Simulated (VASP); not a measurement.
System: TaTl.

```yaml
crystal:
  lattice:
    - [3.62212, 0.00000, 0.00000]
    - [0.00000, 3.62212, 0.00000]
    - [0.00000, 0.00000, 3.62212]
  atoms:
    - { symbol: Ta, position: [0.00000, 0.00000, 0.00000] }
    - { symbol: Tl, position: [0.50000, 0.50000, 0.50000] }
```

Space group Pm-3m; a generated structure, not necessarily the stable one; computed pressure about −14 GPa in this cell.

Computed with VASP, Kohn-Sham DFT of a periodic cell, PBE, VASP PAW PBE potentials, recommended.

**Predict the valence pseudo-density and electron localisation function between the atoms.**

Ta–Tl (3.14 Å): the density is about 0.19 e/Å³ at the midpoint; the ELF is about 0.30 at the midpoint.

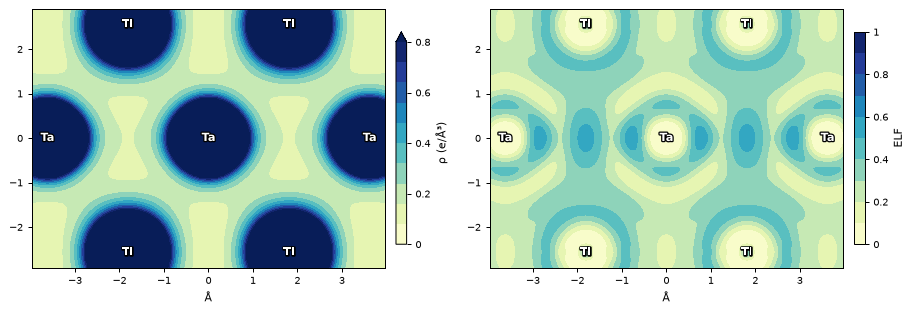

Computed valence pseudo-density and electron localisation function on the (110) plane of the conventional cell, in this order. 

Core electrons are frozen (PAW), and the valence fields are smoothed inside the atomic spheres.
